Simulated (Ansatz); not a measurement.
**C₅H₅In: geometry relaxation**

System: C₅H₅In.
Method: RKS PBE-D4/def2-SVP (Ansatz 0.2.0).

The geometry comes from this level: GFN2-xTB. Figures and captions count atoms from 1; the log counts them from 0 in places.

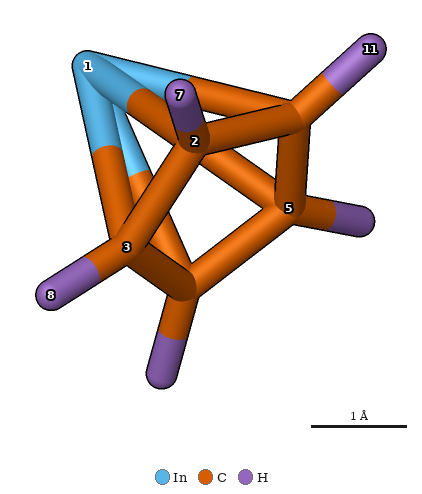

**Figure 1.** The input geometry (stick view, seen at a tilt; atoms are numbered from 1 in the order of the input). Sticks mark near contacts. Bond lengths as drawn: C–C 1.40 Å, C–H 1.08 Å and C–In 2.61 Å.

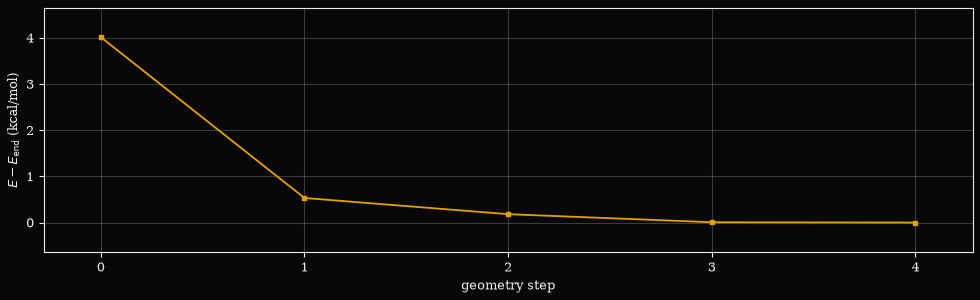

**Figure 2.** Progress of the relaxation, step by step (the first geometry is step 0 here and step 1 in the log).

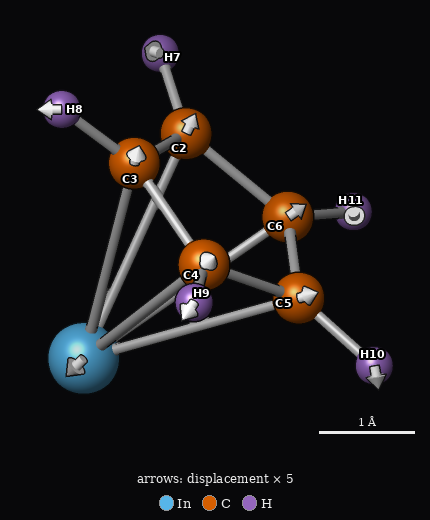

**Figure 3.** The starting structure with the displacements as white arrows, magnified 5 times (ball-and-stick view, seen at a tilt). The two geometries are laid on each other by the best rigid fit. Over 4 geometry steps the energy falls by 4.02 kcal/mol. The largest force component goes from 0.74 to 0.014 eV/Å. The largest move after the best rigid fit is that of In1, 0.062 Å. Largest moves by element: In 0.062 Å, H 0.055 Å, C 0.050 Å. Distances before and after: In1–C2 2.613 → 2.718 Å, C2–C3 1.404 → 1.431 Å, C2–H7 1.080 → 1.098 Å. Among the angles that change: In1–C3–H8 123.1° → 118.3°. (Atoms are counted from 1 in the order of the input.)

These pictures come from the run below.

## Input file
```yaml
crystal:
  periodic: [false, false, false]
  atoms:
    - { symbol: In, position_ang: [-0.63999, 0.28906, -0.46795] }
    - { symbol: C, position_ang: [1.22432, -1.45232, 0.09779] }
    - { symbol: C, position_ang: [1.88811, -0.22389, -0.05154] }
    - { symbol: C, position_ang: [1.4939, 0.6139, 1.00457] }
    - { symbol: C, position_ang: [0.58605, -0.0973, 1.80688] }
    - { symbol: C, position_ang: [0.41957, -1.37426, 1.24624] }
    - { symbol: H, position_ang: [1.3998, -2.34077, -0.49139] }
    - { symbol: H, position_ang: [2.66071, -0.00731, -0.77504] }
    - { symbol: H, position_ang: [1.91185, 1.58409, 1.2311] }
    - { symbol: H, position_ang: [0.18741, 0.2332, 2.75511] }
    - { symbol: H, position_ang: [-0.12884, -2.19246, 1.69016] }
basis:
  gaussian: { orbitals: def2-SVP }
hamiltonian:
  xc: pbe
  dispersion: d4
relax:
  f_tol: 0.03
  max_steps: 200
```

Launch command:
```bash
ansatz run input.yaml --threads 4 --pin off --max-ram 10240MiB --backend cpu --events-out ev --progress --plain --runs-dir out
```

## Output
```
The last accepted step is kept in [file] (removed where the run ends without a failure and the disk answers)
Engine: ansatz 0.2.0, x86_64-unknown-linux-gnu
Functional definition: PBE
  parameter kappa = 0.804
  parameter beta = 0.06672455060314922
  exchange = pbe_x(kappa = kappa, mu = beta*pi^2/3)
  correlation = pbe_c(beta = beta)
1396 factors; their error is unknown
mean field evaluation 1: about -10415.4866 eV, gradient 7.0e1 eV
mean field evaluation 2: about -10306.2760 eV, gradient 1.9e2 eV
mean field evaluation 4: about -10429.5402 eV, gradient 1.3e1 eV
mean field evaluation 8: about -10430.0712 eV, gradient 3.6e-1 eV
mean field evaluation 16: about -10430.0715 eV, gradient 1.1e-4 eV
mean field -10430.07145897 eV, -383.2980563608 hartree, gradient 5.9e-5 eV, S^2 0.000000; 0 other end points of the search recorded, 0 dependent functions left out
the calculation of the forces begins
reference -10430.07149681 eV, -383.2980577515 hartree; 28, 28 occupied and 93, 93 virtual orbitals, 1396 factors
relax step   1: F+E_penalty+E_count = -10430.37419760 eV  Δ(F+E_penalty+E_count) = +0.000e0 eV  max|allowed force component| = 7.430e-1 eV/Å  Δτ_max = 0.0000 Å  (29 SCF iters, accepted)
these checks for a lower state are left out or cut short: starts, cluster_reference, orbital_swaps, neighbouring_geometries, increment
1396 factors; their error is unknown
mean field -10430.18464661 eV, -383.3022159298 hartree, gradient 1.2e-5 eV, S^2 0.000000; 0 other end points of the search recorded, 0 dependent functions left out
the calculation of the forces begins
reference -10430.18468466 eV, -383.3022173280 hartree; 28, 28 occupied and 93, 93 virtual orbitals, 1396 factors
relax step   2: F+E_penalty+E_count = -10430.52522300 eV  Δ(F+E_penalty+E_count) = -1.510e-1 eV  max|allowed force component| = 5.663e-1 eV/Å  Δτ_max = 0.0678 Å  (29 SCF iters, accepted)
these checks for a lower state are left out or cut short: starts, cluster_reference, orbital_swaps, neighbouring_geometries, increment
1396 factors; their error is unknown
mean field evaluation 32: about -10430.2165 eV, gradient 2.1e-5 eV
mean field -10430.21653557 eV, -383.3033878277 hartree, gradient 2.1e-5 eV, S^2 0.000000; 0 other end points of the search recorded, 0 dependent functions left out
the calculation of the forces begins
reference -10430.21657391 eV, -383.3033892364 hartree; 28, 28 occupied and 93, 93 virtual orbitals, 1396 factors
relax step   3: F+E_penalty+E_count = -10430.54044099 eV  Δ(F+E_penalty+E_count) = -1.522e-2 eV  max|allowed force component| = 2.634e-1 eV/Å  Δτ_max = 0.0330 Å  (29 SCF iters, accepted)
these checks for a lower state are left out or cut short: starts, cluster_reference, orbital_swaps, neighbouring_geometries, increment
1396 factors; their error is unknown
mean field -10430.20995026 eV, -383.3031458218 hartree, gradient 2.1e-5 eV, S^2 0.000000; 0 other end points of the search recorded, 0 dependent functions left out
the calculation of the forces begins
reference -10430.20998858 eV, -383.3031472300 hartree; 28, 28 occupied and 93, 93 virtual orbitals, 1396 factors
relax step   4: F+E_penalty+E_count = -10430.54800881 eV  Δ(F+E_penalty+E_count) = -7.568e-3 eV  max|allowed force component| = 4.510e-2 eV/Å  Δτ_max = 0.0221 Å  (30 SCF iters, accepted)
these checks for a lower state are left out or cut short: starts, cluster_reference, orbital_swaps, neighbouring_geometries, increment
1396 factors; their error is unknown
mean field -10430.21179719 eV, -383.3032136953 hartree, gradient 2.1e-5 eV, S^2 0.000000; 0 other end points of the search recorded, 0 dependent functions left out
the calculation of the forces begins
reference -10430.21183547 eV, -383.3032151020 hartree; 28, 28 occupied and 93, 93 virtual orbitals, 1396 factors
relax step   5: F+E_penalty+E_count = -10430.54830771 eV  Δ(F+E_penalty+E_count) = -2.989e-4 eV  max|allowed force component| = 1.372e-2 eV/Å  Δτ_max = 0.0058 Å  (31 SCF iters, accepted)
1396 factors; their error is unknown
mean field evaluation 64: about -10430.2118 eV, gradient 1.1e-2 eV
mean field -10430.21179719 eV, -383.3032136953 hartree, gradient 2.1e-5 eV, S^2 0.000000; 1 other end points of the search recorded, 0 dependent functions left out
the calculation of the forces begins
reference -10430.21183547 eV, -383.3032151020 hartree; 28, 28 occupied and 93, 93 virtual orbitals, 1396 factors
Total energy: -10430.54834599 eV, -383.3155816356 hartree
Atom 0 at    -0.686858     0.310069    -0.502414 Å, force    -0.013721     0.006175    -0.010068 eV/Å
Atom 1 at     1.260011    -1.485264     0.109113 Å, force     0.000296     0.006045     0.005764 eV/Å
Atom 2 at     1.936217    -0.233838    -0.042961 Å, force    -0.004240    -0.002493     0.006816 eV/Å
Atom 3 at     1.534575     0.619253     1.032857 Å, force    -0.001467    -0.008156    -0.000444 eV/Å
Atom 4 at     0.610128    -0.104940     1.849814 Å, force     0.004815    -0.003222    -0.005925 eV/Å
Atom 5 at     0.440436    -1.405603     1.278903 Å, force     0.005972     0.005435    -0.002241 eV/Å
Atom 6 at     1.378957    -2.365320    -0.536421 Å, force     0.002047    -0.004298    -0.001471 eV/Å
Atom 7 at     2.664956     0.014625    -0.825627 Å, force     0.004525     0.000302    -0.002013 eV/Å
Atom 8 at     1.901129     1.637016     1.220356 Å, force     0.003036     0.003427     0.001909 eV/Å
Atom 9 at     0.143032     0.259761     2.774030 Å, force    -0.000323     0.000779     0.004883 eV/Å
Atom 10 at    -0.179692    -2.213818     1.688279 Å, force    -0.000940    -0.003993     0.002791 eV/Å
Dipole moment:    -0.214622     0.096899    -0.156959 e Å
```

## Trajectory as extended XYZ (Å, eV, eV/Å), 5 frames, from step=1 to step=5
```
11
Properties=species:S:1:pos:R:3:forces:R:3 step=1 energy=-10430.37420
In   -0.6400    0.2891   -0.4679   -0.5203   0.2348  -0.3806
C     1.2243   -1.4523    0.0978    0.2410  -0.6845  -0.3211
C     1.8881   -0.2239   -0.0515    0.6669   0.1043  -0.4148
C     1.4939    0.6139    1.0046    0.4049   0.6132   0.2561
C     0.5860   -0.0973    1.8069   -0.1456   0.1817   0.7430
C     0.4196   -1.3743    1.2462   -0.2592  -0.6247   0.4009
H     1.3998   -2.3408   -0.4914   -0.0226  -0.4778  -0.4485
H     2.6607   -0.0073   -0.7750    0.3376   0.1888  -0.5296
H     1.9119    1.5841    1.2311    0.1235   0.6422   0.0435
H     0.1874    0.2332    2.7551   -0.3678   0.2573   0.4774
H    -0.1288   -2.1925    1.6902   -0.4584  -0.4352   0.1738
11
Properties=species:S:1:pos:R:3:forces:R:3 step=2 energy=-10430.52522
In   -0.6884    0.3108   -0.5034    0.2095  -0.0946   0.1532
C     1.2757   -1.4863    0.1259   -0.0647  -0.3923  -0.4158
C     1.9474   -0.2432   -0.0251    0.2464   0.1850  -0.4869
C     1.5485    0.6044    1.0435    0.0582   0.5663   0.0074
C     0.6300   -0.1151    1.8552   -0.3561   0.2427   0.3737
C     0.4615   -1.4072    1.2880   -0.4372  -0.3522   0.1165
H     1.3625   -2.3537   -0.5449    0.0637   0.0150   0.0857
H     2.6454    0.0205   -0.8334    0.0314  -0.0447   0.0930
H     1.8835    1.6392    1.2077    0.0506  -0.0854   0.0415
H     0.1293    0.2651    2.7578    0.0951  -0.0510   0.0022
H    -0.1925   -2.2027    1.6746    0.1030   0.0112   0.0295
11
Properties=species:S:1:pos:R:3:forces:R:3 step=3 energy=-10430.54044
In   -0.6745    0.3045   -0.4933   -0.2634   0.1188  -0.1927
C     1.2520   -1.4813    0.1036    0.0935  -0.1442  -0.0205
C     1.9279   -0.2304   -0.0484    0.1702  -0.0048  -0.0379
C     1.5265    0.6224    1.0269    0.1235   0.0873   0.0822
C     0.6024   -0.1015    1.8436    0.0235   0.0097   0.1709
C     0.4327   -1.4016    1.2729    0.0042  -0.1354   0.1086
H     1.3847   -2.3693   -0.5335   -0.0388   0.0915   0.0373
H     2.6716    0.0126   -0.8230   -0.0932  -0.0095   0.0497
H     1.9072    1.6363    1.2246   -0.0609  -0.0783  -0.0372
H     0.1477    0.2579    2.7796    0.0138  -0.0200  -0.1033
H    -0.1753   -2.2176    1.6929    0.0275   0.0849  -0.0571
11
Properties=species:S:1:pos:R:3:forces:R:3 step=4 energy=-10430.54801
In   -0.6912    0.3121   -0.5056    0.0329  -0.0149   0.0240
C     1.2589   -1.4850    0.1081    0.0004  -0.0157  -0.0129
C     1.9353   -0.2333   -0.0440    0.0123   0.0057  -0.0161
C     1.5335    0.6201    1.0321    0.0049   0.0192   0.0026
C     0.6088   -0.1043    1.8492   -0.0100   0.0080   0.0160
C     0.4391   -1.4053    1.2782   -0.0132  -0.0146   0.0063
H     1.3811   -2.3676   -0.5360   -0.0097   0.0419   0.0262
H     2.6681    0.0141   -0.8255   -0.0374  -0.0093   0.0324
H     1.9037    1.6378    1.2221   -0.0209  -0.0442  -0.0116
H     0.1442    0.2595    2.7770    0.0169  -0.0146  -0.0451
H    -0.1787   -2.2160    1.6904    0.0238   0.0386  -0.0217
11
Properties=species:S:1:pos:R:3:forces:R:3 step=5 energy=-10430.54831
In   -0.6869    0.3101   -0.5024   -0.0137   0.0062  -0.0101
C     1.2600   -1.4853    0.1091    0.0003   0.0060   0.0058
C     1.9362   -0.2338   -0.0430   -0.0042  -0.0025   0.0068
C     1.5346    0.6193    1.0329   -0.0015  -0.0082  -0.0004
C     0.6101   -0.1049    1.8498    0.0048  -0.0032  -0.0059
C     0.4404   -1.4056    1.2789    0.0060   0.0054  -0.0022
H     1.3790   -2.3653   -0.5364    0.0020  -0.0043  -0.0015
H     2.6650    0.0146   -0.8256    0.0045   0.0003  -0.0020
H     1.9011    1.6370    1.2204    0.0030   0.0034   0.0019
H     0.1430    0.2598    2.7740   -0.0003   0.0008   0.0049
H    -0.1797   -2.2138    1.6883   -0.0009  -0.0040   0.0028
```

## Results in brief

| quantity | value |
| --- | --- |
| outcome | converged |
| total energy | −10430.5483 eV |
| mean-field energy | −10430.2118 eV |
| SCF solution under orbital rotations | stable |
| largest force (length of the vector) at the end | 0.018 eV/Å |
| hardware | 4 threads of AMD EPYC (Zen 5), 128 GiB of memory available, shared host |
| wall time | 4.5 s (CPU time 16 s) |
| peak memory | 0.19 GiB |
